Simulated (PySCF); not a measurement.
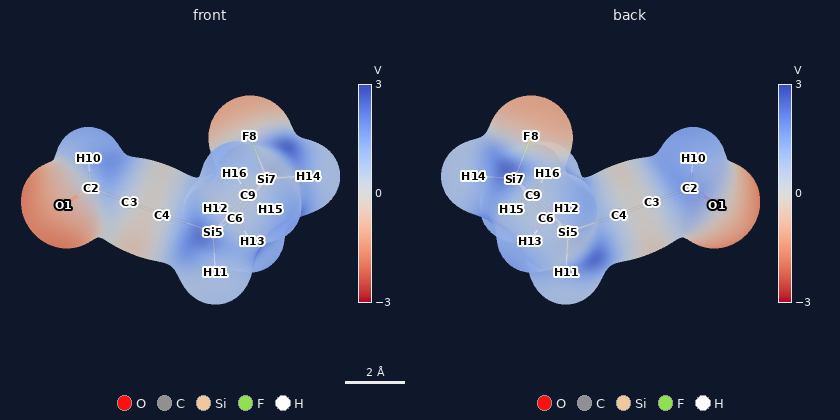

Figure 1: C5H7FOSi2. The molecular electrostatic potential painted on the density surface at 0.004 e/bohr³, seen from the front and from behind; red is negative and blue positive.

Geometry: GFN2-xTB.

All numbers below come from CAM-B3LYP/def2-SVPD, SCF density, gas phase in PySCF 2.14.0.

```xyz
16

O     4.8336    0.8697    0.2210
C     3.8954    0.2291    0.6167
C     2.5432    0.3727    0.1837
C     1.3949    0.4953   -0.1788
Si   -0.3845    0.6745   -0.6665
C    -1.2487   -1.0325   -0.8701
Si   -2.2156   -0.7967    0.7623
F    -1.6083   -1.7453    1.9227
C    -1.4817    0.9636    0.8878
H     4.0082   -0.5604    1.3889
H    -0.4936    1.6241   -1.7740
H    -0.5843   -1.8920   -0.8905
H    -1.8730   -1.1001   -1.7565
H    -3.6466   -1.0254    0.8347
H    -2.2076    1.7624    0.7684
H    -0.9389    1.1699    1.8062
```

Describe the electrostatic potential map.

The most negative region (about −1.7 V, or −39 kcal/mol for a unit charge) lies over O1, the most positive (about +2.8 V, or +65 kcal/mol for a unit charge) over Si5 and Si7. O1 is the likeliest acceptor of a hydrogen bond.
